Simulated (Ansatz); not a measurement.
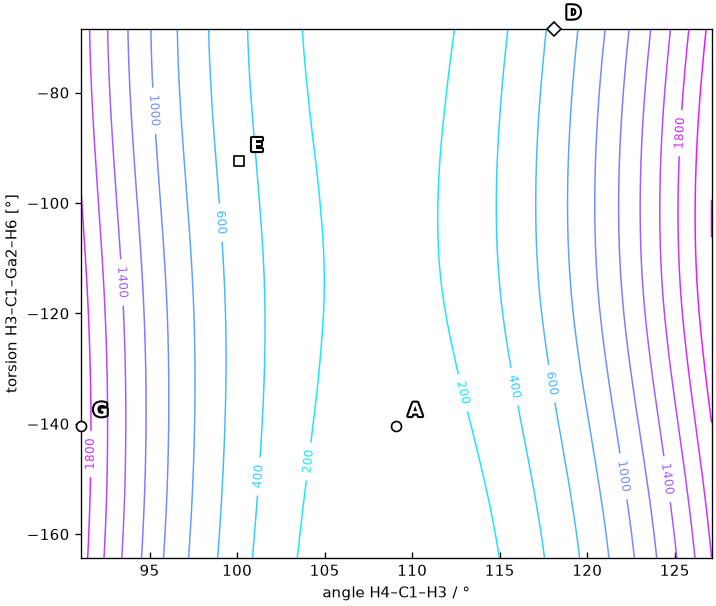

CH₄Ga, SMILES [CH3][GaH], spin multiplicity 2. Two internal coordinates are moved rigidly from the geometry relaxed at PBE0-D4/def2-TZVP, all others fixed. The first coordinate is: angle H4–C1–H3; the second: torsion H3–C1–Ga2–H6. Grid: 5 × 5 points. Points are written as (first, second). Energies: cm⁻¹, counted from the lowest grid point. These are results of Ansatz 0.2.0, UKS PBE0-D4/def2-TZVPP, not measurements.

In the figure: contour lines labelled in cm⁻¹, lettered points. Between grid points the surface is interpolated.

Is D the lowest point of the computed grid?

No. D lies 645 cm⁻¹ above the lowest grid point, which is at (109°, −164.4°).

Rank the lettered points by energy, lowest first.

A (72 cm⁻¹), E (479 cm⁻¹), D (645 cm⁻¹), G (1923 cm⁻¹).
